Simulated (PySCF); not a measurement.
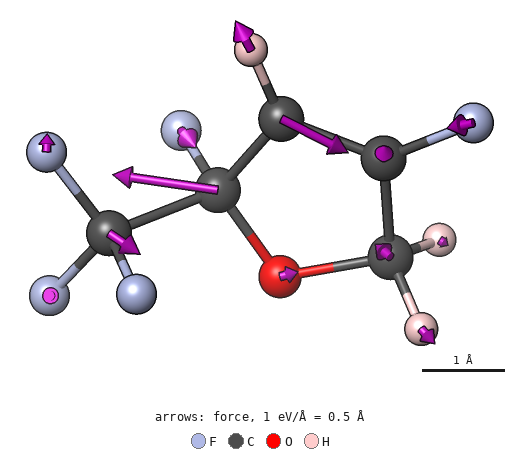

Starting geometry of C5H3F5O with the computed forces as purple arrows. The picture is a ball-and-stick view, seen at a tilt.

The start comes from GFN2-xTB. Its atoms were then displaced at random by about 0.01 Å.

Computed with PBE0-D3(BJ)/def2-SVP geometry optimisation, gas phase in PySCF 2.14.0, density-fitted response routines. 

Question: Is this structure relaxed? If not, where do the atoms go?

Answer: It isn't relaxed: the largest force vector, on a C atom, is 2.66 eV/Å. The final displacements have little in common with the starting forces (cosine between the two patterns 0.22). The atom that moves furthest after the best rigid fit is an H atom (0.14 Å). Largest moves by element: H 0.14 Å, F 0.10 Å, O 0.10 Å, C 0.07 Å. Some distances before and after: C–F 1.409 → 1.368 Å, C–C 1.576 → 1.537 Å, C–O 1.357 → 1.383 Å, C–H 1.063 → 1.087 Å. Among the angles between lasting bonds that change: C–C–O 110.0° → 107.0°, H–C–H 111.2° → 108.2°, C–C–F 113.9° → 111.6°. Over 5 geometry steps the energy falls by 13.0 kJ/mol. Cost: 47 s on 2 threads of AMD EPYC 7B13 (shared host).
